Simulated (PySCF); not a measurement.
**C4H9N3Si: excited-state calculation**

System: C4H9N3Si, SMILES C[SiH](C)n1nccn1.
Method: TDDFT CAM-B3LYP/def2-SVPD, vertical, gas phase, core orbitals frozen in the response (PySCF 2.14.0).

The geometry comes from this level: GFN2-xTB. It belongs to a series of runs on one base structure; here: GeH3 replaced by SiHMe2.

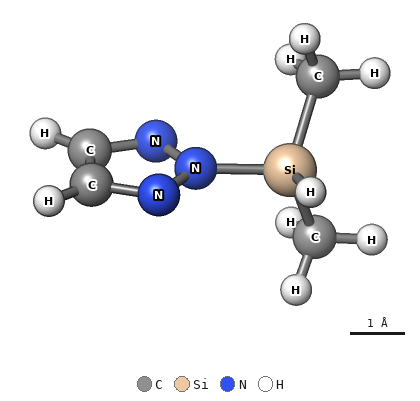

**Figure 1.** The structure (ball-and-stick view, seen at a tilt).

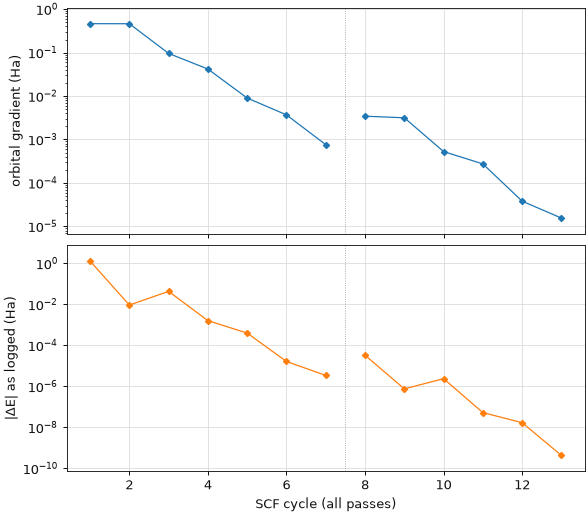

**Figure 2.** Convergence of the self-consistent field: orbital gradient and size of the energy change against the SCF cycle. The dotted line marks the change from a coarse to the final integration grid. The first 7 cycles use a coarse grid, the final grid takes over at cycle 8, and the field converges after 13 cycles in all.

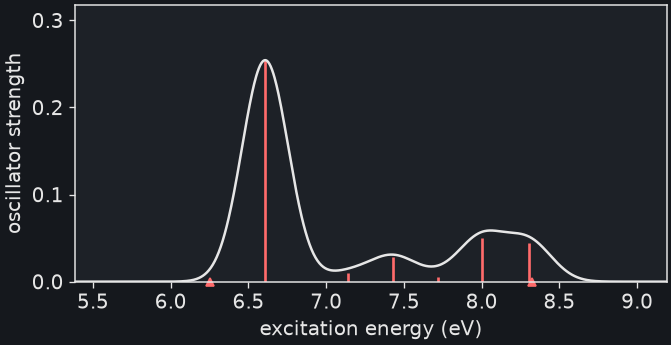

**Figure 3.** Computed excitations as sticks (degenerate states added up, dark ones marked on the axis), with a Gaussian envelope of 0.35 eV full width at half maximum, scaled to the tallest. Of the 8 states the lowest lies at 6.25 eV (f = 0.000); the strongest line is at 6.61 eV, or 188 nm (f = 0.254).

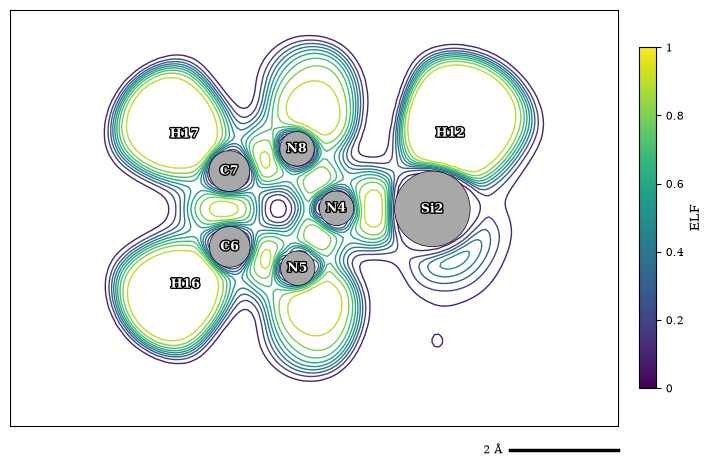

**Figure 4.** ELF on the plane of atoms N8, C7 and H17. Grey discs, where drawn, cover atomic cores. The section cuts through Si, N, C and H sites. C–N (1.32 Å): the ELF peaks at about 0.95 between the atoms (a shared electron pair). N–N (1.32 Å): the ELF peaks at about 0.90 between the atoms (a covalent bond). C–C (1.40 Å): the ELF peaks at about 0.95 between the atoms (a covalent bond). Si–N (1.77 Å): the ELF peaks at about 0.95 between the atoms (a shared but strongly polarised pair). C–H (1.07 Å): the ELF climbs to about 1 towards the hydrogen, as it does in any bond to H (a covalent bond by its length).

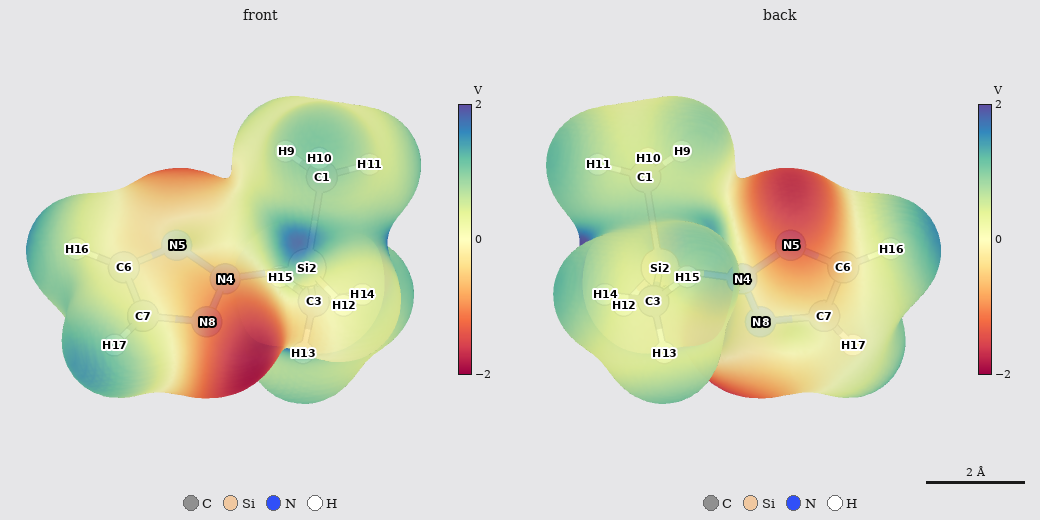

**Figure 5.** The molecular electrostatic potential painted on the density surface at 0.004 e/bohr³, seen at a tilt and from behind; the colour scale runs from red (negative) to blue (positive). A positive charge is drawn to the negative regions and a negative charge to the positive ones.

The input and output of the run follow.

The input
```
{"job": {"kind": "uv", "xc": "CAM-B3LYP", "basis": "def2-SVPD", "nstates": 8, "ntriplets": 3}, "charge": 0, "multiplicity": 1}
C     -1.601567    -1.541335     0.566449
Si    -1.010639     0.258635     0.486251
C     -1.700515     1.160666    -1.034586
N      0.751331     0.179468     0.289244
N      1.329426    -0.582854    -0.621768
C      2.623580    -0.363117    -0.492696
C      2.798691     0.569320     0.540188
N      1.605731     0.886546     1.005415
H     -1.249563    -2.097661    -0.298621
H     -1.223240    -2.041839     1.453397
H     -2.684884    -1.605030     0.587778
H     -1.165584     1.010448     1.731562
H     -1.318151     2.175415    -1.099741
H     -2.783932     1.218066    -1.003246
H     -1.422218     0.643833    -1.949805
H      3.348551    -0.853361    -1.109131
H      3.695987     0.994830     0.939400
```

The first line tells a small driver script what to run in PySCF; the rest is the geometry in Å.

Launched with:
```bash
OMP_NUM_THREADS=1 python <driver script> task.json out
```

What the program printed
```
coarse grid: 14736 points
cycle   1  E = -610.9891835898  dE =  1.309e+00  |g| = 4.632e-01  |ddm| = 6.151e+00
cycle   2  E = -610.9985176185  dE = -9.334e-03  |g| = 4.618e-01  |ddm| = 1.286e+00
cycle   3  E = -611.0418184702  dE = -4.330e-02  |g| = 9.570e-02  |ddm| = 6.170e-01
cycle   4  E = -611.0434323114  dE = -1.614e-03  |g| = 4.184e-02  |ddm| = 2.064e-01
cycle   5  E = -611.0438327308  dE = -4.004e-04  |g| = 8.991e-03  |ddm| = 7.932e-02
cycle   6  E = -611.0438491683  dE = -1.644e-05  |g| = 3.686e-03  |ddm| = 1.691e-02
cycle   7  E = -611.0438526237  dE = -3.455e-06  |g| = 7.603e-04  |ddm| = 9.367e-03
final grid: 138088 points
cycle   8  E = -611.1321883578  dE = -3.327e-05  |g| = 3.434e-03  |ddm| = 7.260e-02
cycle   9  E = -611.1321891163  dE = -7.585e-07  |g| = 3.160e-03  |ddm| = 1.262e-02
cycle  10  E = -611.1321914932  dE = -2.377e-06  |g| = 5.271e-04  |ddm| = 4.579e-03
cycle  11  E = -611.1321915459  dE = -5.270e-08  |g| = 2.739e-04  |ddm| = 1.192e-03
cycle  12  E = -611.1321915628  dE = -1.696e-08  |g| = 3.802e-05  |ddm| = 4.720e-04
cycle  13  E = -611.1321915633  dE = -4.272e-10  |g| = 1.553e-05  |ddm| = 1.017e-04
converged SCF energy = -611.1321915633

Static polarisability (au): isotropic 90.076, principal 76.499 84.797 108.934

Singlet excitations
state   eV       nm        f      main configurations
  1   6.2523    198.3   0.00003   H-2->L 0.92
  2   6.6075    187.6   0.25429   H->L 0.91
  3   7.1381    173.7   0.01021   H-3->L 0.81
  4   7.4282    166.9   0.02869   H-1->L 0.79, H->L+6 0.10
  5   7.7207    160.6   0.00578   H->L+1 0.50, H->L+2 0.32, H->L+3 0.13
  6   7.9994    155.0   0.05035   H->L+1 0.34, H->L+2 0.33, H->L+3 0.12
  7   8.3024    149.3   0.04450   H->L+3 0.45, H->L+2 0.17, H->L+6 0.16
  8   8.3241    148.9   0.00113   H-2->L+6 0.69, H-3->L 0.08

Triplet excitations (Tamm-Dancoff, eV): 4.9648 5.0360 5.4130
```

Summary

- outcome: converged
- total energy: −611.132192 hartree
- HOMO: −9.00 eV
- LUMO: 0.91 eV
- dipole moment: 0.86 D
- mean polarisability: 90.08 a.u.
- lowest singlet excitation: 6.25 eV
- hardware: 1 CPU thread, shared host
- wall time: 66 s
- peak memory: 1.1 GiB
